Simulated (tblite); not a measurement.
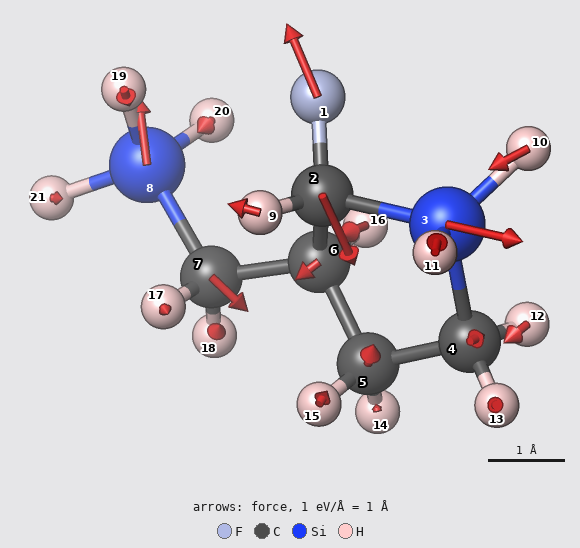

Starting geometry of C₅H₁₃FSi₂ with the computed forces as red arrows. The picture is a ball-and-stick view, seen from a free direction.

Method: GFN2-xTB geometry optimisation, gas phase in tblite 0.8.0. 

Question: Is this structure relaxed? If not, where do the atoms go?

Answer: It isn't relaxed: the largest force vector, on C2, is 1.34 eV/Å. The final displacements have little in common with the starting forces (cosine between the two patterns 0.17). After 93 geometry steps the energy has fallen by 4.00 kcal/mol. H20 moves most after the best rigid fit: 0.37 Å. By element the largest moves are H 0.37 Å, F 0.24 Å, Si 0.15 Å, C 0.14 Å. Some distances before and after: Si3–H10 1.495 → 1.460 Å, F1–C2 1.358 → 1.392 Å, C2–Si3 1.894 → 1.926 Å, C2–C6 1.558 → 1.530 Å. Bond angles that change, for instance: F1–C2–H9 109.3° → 105.0°, C4–Si3–H10 110.6° → 114.8°, C2–Si3–H10 115.2° → 111.1°. Cost: 1.4 s on 1 thread of Arm Neoverse N1 (shared host).
